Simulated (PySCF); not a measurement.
Al(Me)(SiH3)2, SMILES [SiH3][Al]([CH3])[SiH3], PBE0/def2-SVP optimised geometry. Atoms within 1.6 Å of the plane z = 0.8 Å (x, y, z in Å): Al1 (-0.47, 0.51, 0.00), C2 (-1.47, 2.20, 0.00), H4 (-1.15, 2.84, 0.84), H5 (-2.56, 2.07, 0.07), Si6 (1.99, 0.51, 0.00), H8 (2.52, -0.14, 1.25), H9 (2.60, 1.88, -0.08), Si10 (-1.67, -1.65, 0.00), H11 (-0.76, -2.84, -0.05), H13 (-2.51, -1.79, 1.24).

Calculation: PBE0/def2-TZVP (PySCF).

Map of the Laplacian of the electron density (e/bohr⁵), clipped to [-1.50, 1.50] on the plane z = 0.8 Å:

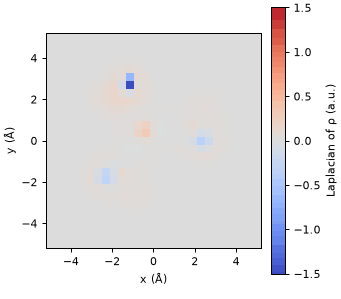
Fig. 1. Laplacian of the electron density (e/bohr⁵), clipped to [-1.50, 1.50] on the plane z = 0.8 Å.
